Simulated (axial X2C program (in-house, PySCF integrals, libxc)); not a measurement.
# SB: EOM-IP-CCSD levels

Wanted for SB: EOM-IP-CCSD levels, at the two-component level.

The runs use an in-house X2C program for linear molecules on PySCF integrals; two-component X2C with atomic mean-field terms, S dyall-av3z, B dyall-av3z.

All values are calculated.

## 1. The job

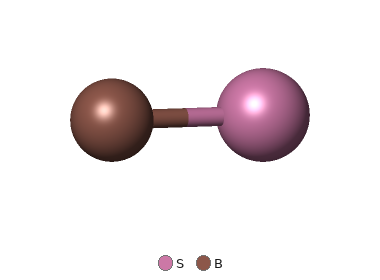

The two atoms at 1.720 Å (sulfur pink, boron brown).

task.json

```json
{"zs": [16, 5], "q": 0, "bas": ["dyall-av3z", "dyall-av3z"], "r0": 1.72, "eom": "ip", "rq": -1, "thr": -2.0, "nmax": 95, "grid": [1, 0.96, 1.045, 0.92, 1.09, 1.15]}
```

Keys: zs atomic numbers; q charge; bas basis sets; r0 starting distance in Å; eom kind of EOM run; thr threshold in hartree for freezing inner shells (an s shell follows its p shell); nmax most natural virtual spinors; grid distances as factors.

Started as:

```console
$ python soeom.py task.json out
```

After this run come: EOM-IP-CCSD at 1.689 Å.

Before running it: what results should come out? Wanted: next root led by one particle; T1 of the reference; lowest state, Re and ωe.

**Answer**, as computed:

```
                     quantity                             value
       lowest root at 1.689 Å                 Ω = 1/2, 2.536 eV
next root led by one particle  Ω = 3/2, about 15530 cm⁻¹ higher
          T1 of the reference                             0.019
      lowest state, Re and ωe                1.612 Å, 1203 cm⁻¹
```

In words: Removing an electron from the reference determinant of SB⁻ costs 2.54 eV and empties a spinor of 44% B pσ, 33% B sσ, 12% S pσ. Errors of 0.1 to 0.3 eV are usual at this size, and roots led by higher excitations are left out, so the list is incomplete, and low states of that kind can be missing. The bond is 0.080 Å shorter than in the closed-shell reference at CCSD (1.692 Å).
